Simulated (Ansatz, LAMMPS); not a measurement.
# Electronic structure of glassy 32SiO2-46B2O3-11MgO-11CaO (mol %) (137 atoms), part 2 of 2

What does DFT give for glassy 32SiO2-46B2O3-11MgO-11CaO (mol %) (137 atoms) as built?

Ansatz 0.2.0; Kohn-Sham DFT, PBE, PAW (set soft_2), plane waves.

The cell: 12 Si, 34 B, 4 Mg, 4 Ca and 83 O. The quench rate of 1000 K/ps is orders of magnitude faster than experiment. The network of bonds at the start is that of the classical potential that made the cell. Sampling is at Γ alone, for a cell whose shortest periodic width is 11 Å.

So far: Starting point; The classical run that made the cell; Plane-wave single point.

## 3. Plane-wave single point (continued)

States in the cell by windows of 1 eV, zero at the Fermi level; the larger projections on atomic orbitals stand beside the total:

| from (eV) | to (eV) | total | O p | B p |
| --- | --- | --- | --- | --- |
| -10 | -9 | 27.6 | 19.2 | 2.8 |
| -9 | -8 | 32.6 | 22.8 | 4.9 |
| -8 | -7 | 46.1 | 32.7 | 7.9 |
| -7 | -6 | 34.3 | 24.9 | 6.0 |
| -6 | -5 | 43.1 | 33.4 | 5.6 |
| -5 | -4 | 57.8 | 48.5 | 4.7 |
| -4 | -3 | 71.8 | 64.4 | 3.1 |
| -3 | -2 | 87.0 | 81.9 | 1.7 |
| -2 | -1 | 56.1 | 53.6 | 0.8 |
| -1 | 0 | 17.2 | 16.5 | 0.3 |
| 0 | 1 | 0.8 | 0.7 | 0.0 |
| 1 | 2 | 0.0 | 0.0 | 0.0 |
| 2 | 3 | 0.1 | 0.0 | 0.0 |
| 3 | 4 | 7.2 | 0.6 | 1.8 |
| 4 | 5 | 23.4 | 2.8 | 8.8 |

With fixed occupations the program's Fermi level is the highest filled level; weight inside the gap is the broadening of levels at its edges.

Between -26 and -10 eV lie 214 more states.

About 41 of the 728 electrons lie in deeper levels, below the stored range.

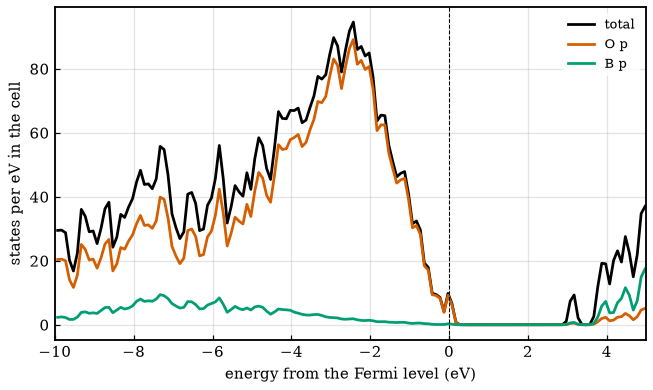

Total and projected density of states, with the broadening of the input.

The levels nearest the highest filled one (over half full), pooled over k-points and spins:

```csv
level less the highest filled one (eV),occupation
-0.776,2
-0.718,2
-0.587,2
-0.496,2
-0.279,2
0,2
3.14,0
3.80,0
3.91,0
3.99,0
4.17,0
4.24,0
```

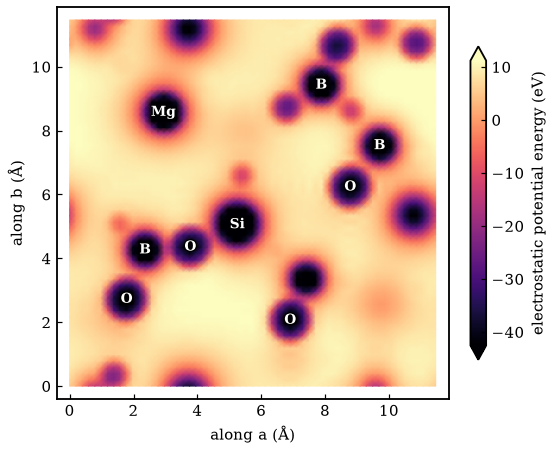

Electrostatic potential energy in the ab plane at fractional z = 0.259, with atoms of Si and B and Mg and O within 0.2 Å of it. With pseudopotentials it is smooth inside the atoms' cores, unlike the true potential. The map starts off the cell's origin, so that atoms lie inside it.

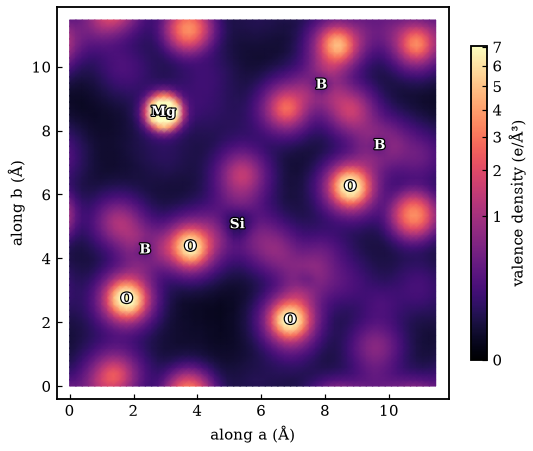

Valence density in the ab plane at fractional z = 0.259, with atoms of Si and B and Mg and O within 0.2 Å of it. It is the smooth field of the valence electrons, not physical close to the nuclei. The map starts off the cell's origin, so that atoms lie inside it. The colour scale is stretched toward low values.

Mean Löwdin charges: B +0.62, Ca +1.80, Mg +1.65, O -0.58, Si +1.75 e (they miss 1.0 % of the electrons, so they add up to more than the cell's charge). The largest share in the top eV of filled states is O p (97 % of the projected weight), and in the lowest eV of empty states B p (41 % of the projected weight).

## 4. Structure statistics

These statistics describe the geometry on which the runs were made.

Density 2.52 g/cm³, 11.00 Å³ an atom.

Pair distribution functions g(r), in bins of 0.2 Å:

```
r (Å)  total   O-O   O-B  O-Si  O-Ca  O-Mg   B-B
 1.30   1.59  0.00  5.30  0.00  0.00  0.00  0.00
 1.50   2.04  0.00  6.27  1.46  0.00  0.00  0.00
 1.70   1.01  0.00  0.08  9.36  0.00  0.00  0.00
 1.90   0.07  0.00  0.00  0.00  0.00  1.93  0.00
 2.10   0.13  0.00  0.04  0.00  0.00  3.27  0.00
 2.30   0.87  1.72  0.04  0.00  4.02  2.31  0.00
 2.50   1.11  2.46  0.17  0.00  2.33  0.28  0.80
 2.70   1.18  1.68  0.26  0.08  1.54  0.50  3.68
 2.90   0.90  1.06  0.43  0.59  0.21  0.66  0.52
 3.10   0.92  0.95  1.06  0.49  0.58  0.94  0.44
 3.30   1.10  0.83  1.46  1.36  0.66  0.50  1.32
 3.50   1.09  0.85  1.49  1.37  0.58  0.58  0.77
 3.70   1.07  0.63  1.69  1.19  1.04  0.39  0.76
 3.90   1.21  0.74  1.54  2.22  1.42  1.44  0.62
 4.10   0.96  0.70  1.05  1.22  1.18  1.73  1.17
 4.30   0.92  0.93  0.85  0.92  0.97  1.56  1.24
 4.50   1.02  1.25  0.60  0.86  1.87  1.33  1.23
 4.70   1.03  1.48  0.76  0.49  0.90  0.81  1.32
 4.90   0.96  1.26  0.75  0.70  0.75  0.45  1.12
 5.10   0.95  1.02  0.95  0.88  0.76  0.70  0.76
 5.30   0.96  1.01  0.88  0.90  0.70  0.83  0.92
 5.50   0.98  0.81  1.17  0.95  1.13  0.83  0.96
```

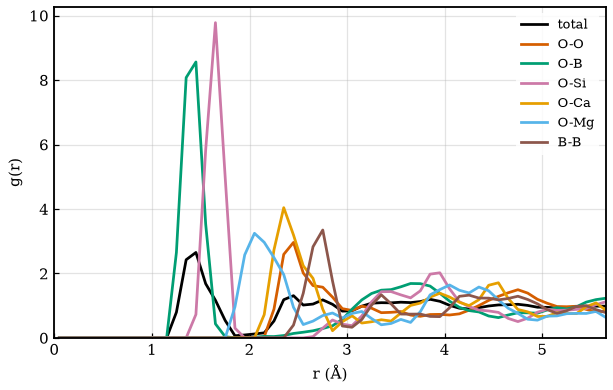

Pair distribution functions, lightly smoothed.

A closer look about O62, whose charge lies farthest from its element's mean: 10 atoms, nearest first, numbered in the order of the input, with positions taken from that point.

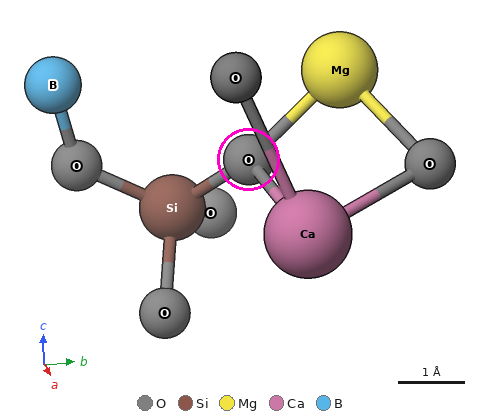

The atoms of the table, within 3.2 Å (arrows a, b, c point along x, y, z); some may hide others; the central atom is ringed.

```
atom      x      y      z  distance (Å)  Löwdin charge (e)     Fx     Fy  Fz (eV/Å)
 O62   0.00   0.00   0.00          0.00              -1.06   1.53   0.50       0.41
 Si6  -0.79  -1.07  -0.91          1.62               1.71  -0.40   0.72      -0.63
Mg50  -0.05   1.44   1.30          1.94               1.64  -0.72  -0.81      -0.87
Ca54   2.36   0.51  -0.52          2.47               1.80  -0.78   0.66      -0.31
O134  -2.14  -0.27  -1.46          2.60              -0.62   0.75  -1.25      -0.14
 O78  -0.85  -2.51  -0.15          2.65              -0.61  -0.50  -0.33       0.05
O135   0.17  -1.38  -2.28          2.67              -0.60  -0.16   0.12      -0.53
 O89   1.36   2.57   0.14          2.91              -0.84  -0.57  -0.14       0.68
 B16  -0.64  -2.87   1.22          3.18               0.62   1.28   0.79      -1.06
 O87   2.40  -0.52   2.06          3.20              -0.83  -0.44  -1.72      -1.75
```

## 5. Summary of results

| Property | Result |
| --- | --- |
| free energy per atom | -548.2649 eV/atom |
| pressure | -2.471 GPa |
| r.m.s. force component | 1.122 eV/Å |
| gap (highest filled to lowest empty level) | 3.136 eV |
| wall time of the 1 DFT run | 22 s |

**Reading.** The highest filled and lowest empty levels differ by 3.14 eV (at Γ alone); a semilocal functional tends to put such gaps too low. In a disordered cell it changes from sample to sample, and tail or defect levels can set it.

Caveats: The force components of 1.1 eV/Å r.m.s. reflect the temperature of the frame as well as the gap between the generating potential and DFT. The pressure of -2.5 GPa is that of one thermal frame, in which the classical model's bond lengths enter as well as the volume, without the kinetic term.

[Logs are printed without paths, hosts, clocks, repeated set-up lines and the standing remarks that a program may print on its own settings, such as how far it seeks lower states.]

[Hosts, paths, dates, database ids (printed as entryN), source tags and the programs' standing remarks are cut or masked in the printed files.]
